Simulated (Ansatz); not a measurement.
System: C$_{2}$H$_{7}$BeS (charge +1).

The calculation's input:

```
crystal:
  periodic: [false, false, false]
  atoms:
    - {symbol: C, position_ang: [1.156383, -1.393238, -0.231114]}
    - {symbol: C, position_ang: [-0.893050, -2.313995, 1.588960]}
    - {symbol: Be, position_ang: [-1.019764, -3.241164, -1.319605]}
    - {symbol: S, position_ang: [0.242492, -2.902612, 0.273045]}
    - {symbol: H, position_ang: [-1.841065, -3.435861, -2.342982]}
    - {symbol: H, position_ang: [0.469509, -0.573490, -0.511424]}
    - {symbol: H, position_ang: [1.785909, -1.107593, 0.633207]}
    - {symbol: H, position_ang: [1.809245, -1.679273, -1.078067]}
    - {symbol: H, position_ang: [-1.522771, -3.176263, 1.881058]}
    - {symbol: H, position_ang: [-1.509948, -1.462810, 1.246502]}
    - {symbol: H, position_ang: [-0.253741, -2.023955, 2.444596]}
basis:
  gaussian:
    orbitals: def2-TZVPD
total_charge: 1
hamiltonian:
  xc: {name: PBE0}
output: {forces: true, orbitals: {seedname: orbitals}}
```

Command:

```sh
ansatz run input.yaml --threads 2 --pin off --max-ram 4350MiB --events-out events.jsonl --progress --plain --runs-dir runs
```

Geometry: PBE-D3(BJ)/def2-SVP.

Level of theory: isolated molecule in a Gaussian basis; Kohn-Sham density functional theory, functional PBE0 in Ansatz.

What can the converged electron density and electron localisation function tell about the bonding?

C–S (1.84 Å): ρ is about 1.2 e/Å³ halfway; the ELF peaks at about 0.90 between the atoms, as expected for a shared electron pair.
C–H (1.11 Å): ρ at the midpoint is about 2 e/Å³; the ELF climbs to about 1 towards the hydrogen, as it does in any bond to H: a covalent bond by its length.

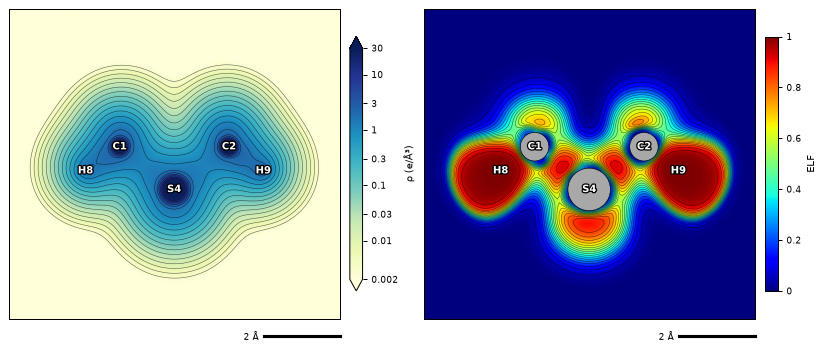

Computed electron density and electron localisation function on the plane of atoms S4, C2 and H9, in this order. Grey discs cover the atomic cores in the ELF map. 
